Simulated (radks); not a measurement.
## Atomic calculation for Sr⁺

- system: the strontium ion Sr⁺ in the configuration [Kr] 5s1.
- method: scalar-relativistic Kohn-Sham, r2SCAN, spin-unpolarised, spherical densities, finite nucleus (the in-house radial solver radks)

**The input**
```
Z 38
configuration [Kr] 5s1 4d0 5p0 6s0
relativity scalar-relativistic
functional r2scan,r2scan
spin unpolarised
nucleus finite rms 4.224 fm
c 137.035999084
```

Energies in input and log are in hartree, lengths in bohr (the nuclear radius in fm).

**Output**
```
1s      1   2.0000        -587.34212707
2s      1   2.0000         -80.13156743
2p      1   6.0000         -71.14314309
3s      1   2.0000         -12.77592914
3p      1   6.0000          -9.84244739
3d      1  10.0000          -5.01768091
4s      1   2.0000          -1.78817489
4p      1   6.0000          -1.09915252
5s      1   1.0000          -0.30193256
4d      1   0.0000          -0.23627075
5p      1   0.0000          -0.19164877
6s      1   0.0000          -0.05403317
Etot -3179.76703565617
Ekin 3260.885521965638
Encl -7648.706239016645
Eh 1313.2556228960761
Exc -105.20194150123918
err 2.2050055532592655e-06
it 13
```

**Orbitals**

| orbital | occupation | energy (eV) | ⟨r⟩ (bohr) | outer maximum (bohr) |
| --- | --- | --- | --- | --- |
| 1s | 2 | −15982.4 | 0.03917 | 0.0255 |
| 2s | 2 | −2180.5 | 0.1723 | 0.145 |
| 2p | 6 | −1935.9 | 0.1504 | 0.116 |
| 3s | 2 | −347.651 | 0.4909 | 0.435 |
| 3p | 6 | −267.827 | 0.4977 | 0.430 |
| 3d | 10 | −136.538 | 0.4983 | 0.378 |
| 4s | 2 | −48.659 | 1.359 | 1.19 |
| 4p | 6 | −29.909 | 1.558 | 1.33 |
| 5s | 1 | −8.216 | 4.008 | 3.56 |
| 4d | 0 | −6.429 | 2.808 | 1.94 |
| 5p | 0 | −5.215 | 4.767 | 4.23 |

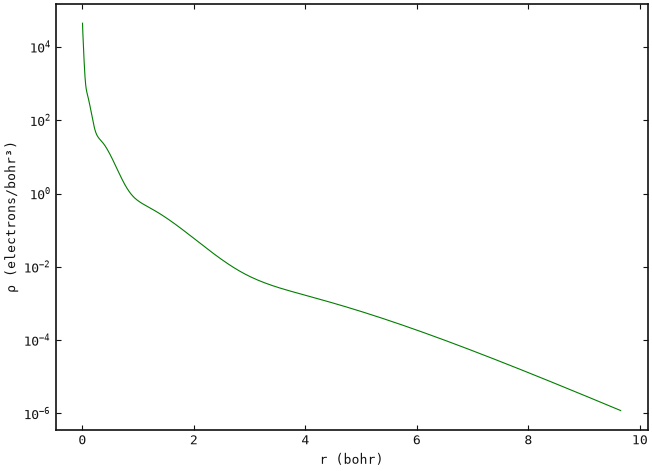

**Figure 1.** The electron density ρ(r) on a logarithmic scale. The density falls from 44000 electrons/bohr³ at the inner end (r = 0.0013 bohr) to 0.001 at r = 4.52 bohr, a common measure of the size of an atom or ion. The highest occupied orbital, 5s (⟨r⟩ = 4.01 bohr, −8.22 eV), is also the most diffuse and sets the fall-off far out: over the last part drawn ln ρ falls by 1.4 per bohr, against 2√(−2ε) = 1.6 for the pure exponential. The steps in the slope mark the shells; the radial density has its minima at 0.056 and 0.25 bohr.

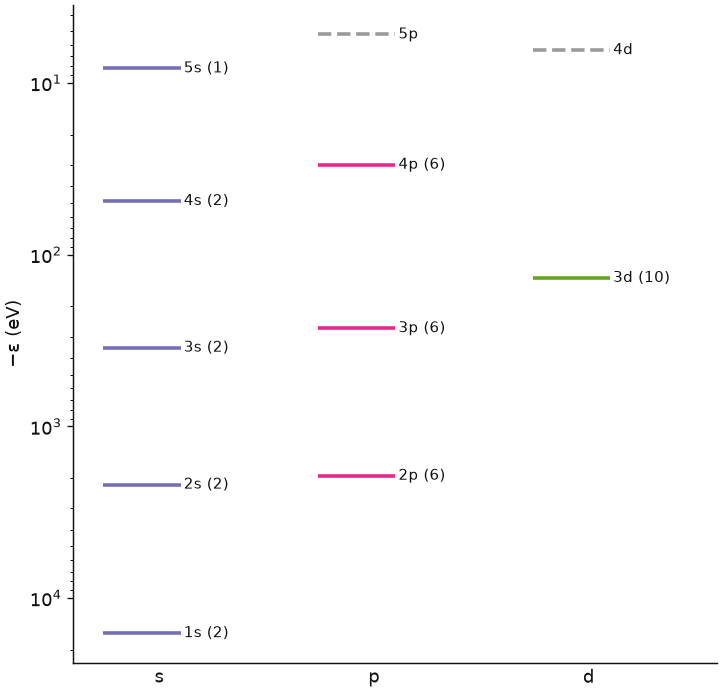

**Figure 2.** The occupied levels and a few empty ones, on a logarithmic scale of binding energy, are drawn (occupations in brackets, empty levels dashed). The highest occupied level is 5s at −8.22 eV. The highest 4 occupied levels, from the top down, are 5s (−8.22 eV), 4p (−29.9 eV), 4s (−48.7 eV), 3d (−136.5 eV). The lowest empty level drawn is 4d at −6.43 eV.

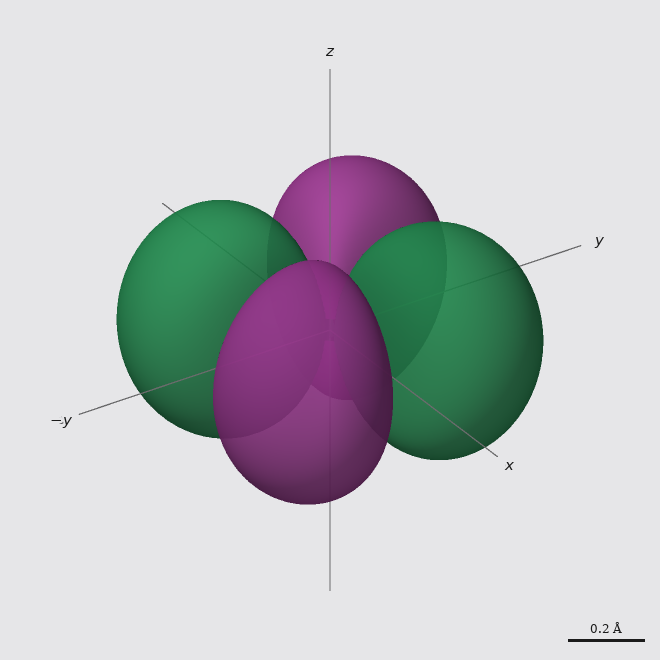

**Figure 3.** One occupied orbital is shown. The surface of constant |ψ| that holds about 95 % of the electron is drawn, green where ψ is positive and pink where it is negative. The radial function comes from the spherical calculation and is multiplied by a real spherical harmonic; the overall sign is chosen so that the largest lobe of P(r) is positive; at the scalar-relativistic level it is the large component. It is 3d(xy). It has the nodal planes xz and yz and no radial node. The maximum of P² lies at 0.378 bohr, ⟨r⟩ = 0.498 bohr, 90 % of the charge lies within 0.807 bohr, and the eigenvalue is −136.5 eV, with 10 electrons in the shell.

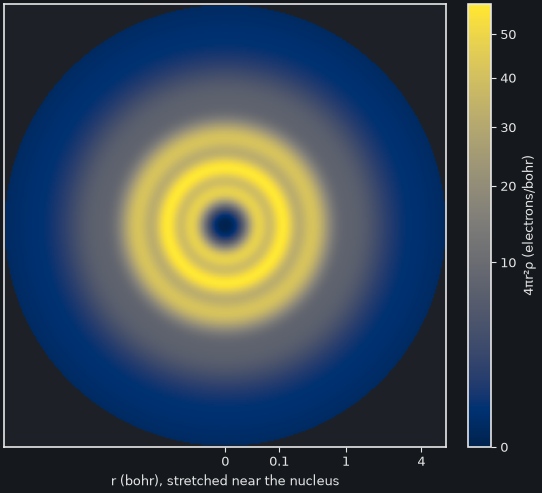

**Figure 4.** The radial density 4πr²ρ as a disc about the nucleus, with the radius drawn as r to the power 0.35. There are 3 maxima, at r = 0.0274, 0.122 and 0.397 bohr, parted by minima at 0.0563 and 0.253 bohr, inside which lie 2.1 and 11.1 electrons. The configuration has 5 principal shells, so not every shell has a maximum of its own.

**Key numbers**

| quantity | value |
| --- | --- |
| outcome | converged |
| total energy | −3179.7670 hartree |
| kinetic energy | 3260.8855 hartree |
| electron–nucleus energy | −7648.7062 hartree |
| Hartree energy | 1313.2556 hartree |
| exchange–correlation energy | −105.201942 hartree |
| radius at density 0.001 e/bohr³ | 4.52 bohr |
| SCF iterations | 13 |
| hardware | 1 CPU thread, shared host |
